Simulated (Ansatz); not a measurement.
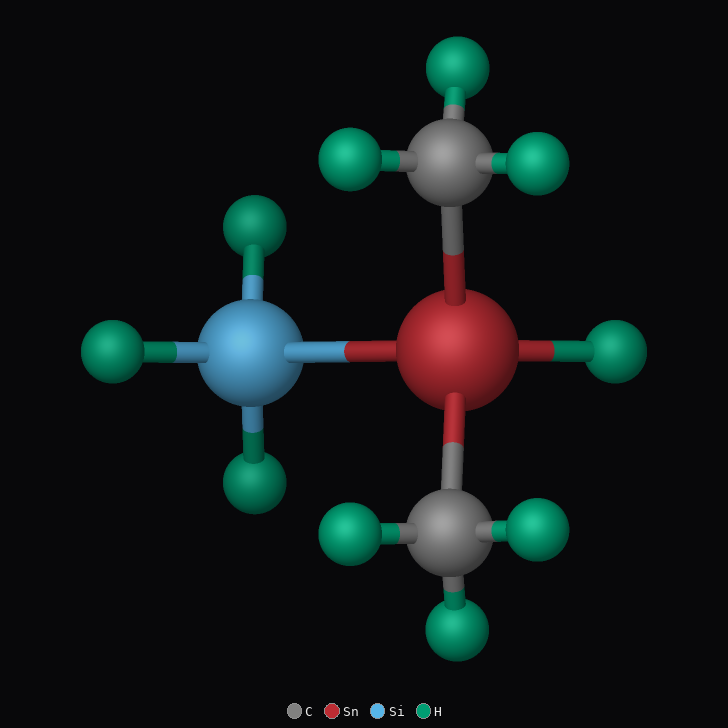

The geometry was computed by an optimisation with PBE0-D4/def2-TZVP. Program: Ansatz 0.2.0.

Compare HOMO–LUMO gap (eV) at these levels: B97M-V/def2-TZVPP; BHLYP-D4/def2-TZVPP; HSE06 (plane-wave form)-D4/def2-TZVPP; PBE-D4/def2-TZVPP; r2SCAN-D4/def2-TZVPP; ωB97M-V/def2-SVP.

```
                                level  HOMO–LUMO gap (eV)
                    B97M-V/def2-TZVPP                6.21
                  BHLYP-D4/def2-TZVPP                9.26
HSE06 (plane-wave form)-D4/def2-TZVPP                6.87
                    PBE-D4/def2-TZVPP                5.83
                 r2SCAN-D4/def2-TZVPP                6.38
                     ωB97M-V/def2-SVP               11.65
```
